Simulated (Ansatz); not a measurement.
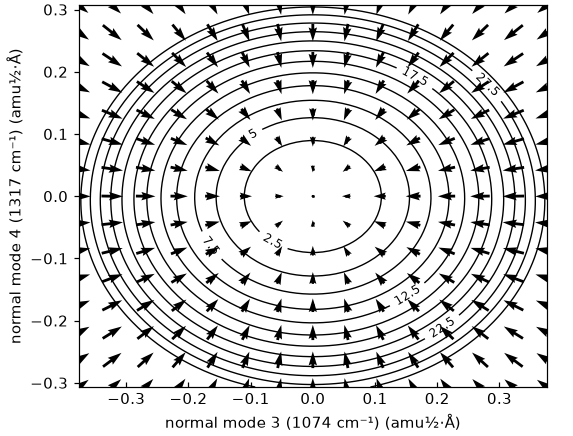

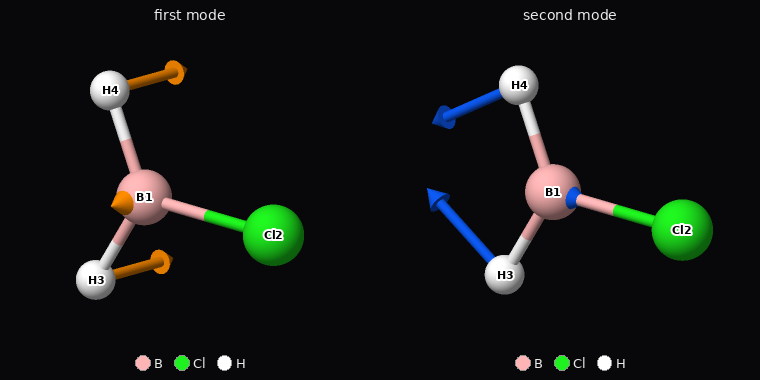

Energy landscape of BClH₂, SMILES BCl. Coordinates scanned: (1) normal mode 3 (1074 cm⁻¹); (2) normal mode 4 (1317 cm⁻¹). Nothing is relaxed (straight displacements along the two mass-weighted modes). Grid: 15 × 15 points; 120 points were computed and 105 follow by symmetry. Energies: kJ/mol, counted from the lowest grid point. Method: RHF/def2-TZVP (Ansatz).

In the figure: contour lines labelled in kJ/mol (none above 30), dots at the grid points, arrows along the force (downhill), their lengths compressed. Between grid points the surface is interpolated. The second picture is the structure at the lowest point

Question: What does the map say about the system?

Answer: The lowest grid point is at normal mode 3 (1074 cm⁻¹) = 0.000 amu½·Å, normal mode 4 (1317 cm⁻¹) = 0.000 amu½·Å. No other kind of well shows on this grid. The highest grid point, normal mode 3 (1074 cm⁻¹) = −0.376 amu½·Å, normal mode 4 (1317 cm⁻¹) = 0.307 amu½·Å, lies 63.6 kJ/mol above the lowest.

The whole map (120 points run) took 55 s on 1 thread of Arm Neoverse V2, on a shared host.
